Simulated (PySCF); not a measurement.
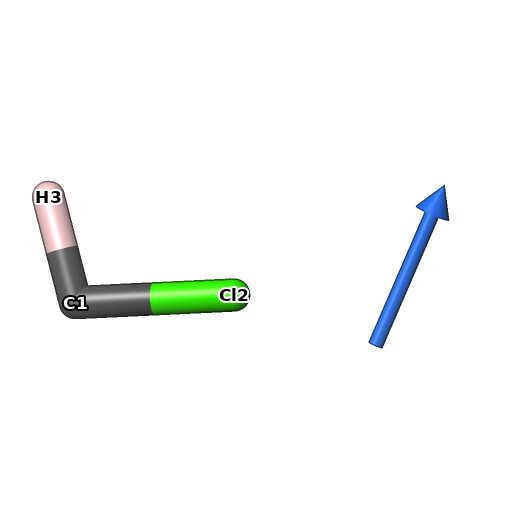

The arrow beside the molecule shows the direction of the dipole moment, from the negative to the positive end (its length means nothing). Computed geometry: PBE0-D3(BJ)/def2-TZVP optimisation. No frequency run is at hand to confirm it as a minimum. Properties computed with PBE0/aug-cc-pVTZ, gas phase (PySCF 2.14.0).

How large is the dipole moment?

Answer. 1.57 D; it points from the side of C1 to the side of Cl2, H3 (the outermost atoms at the two ends).
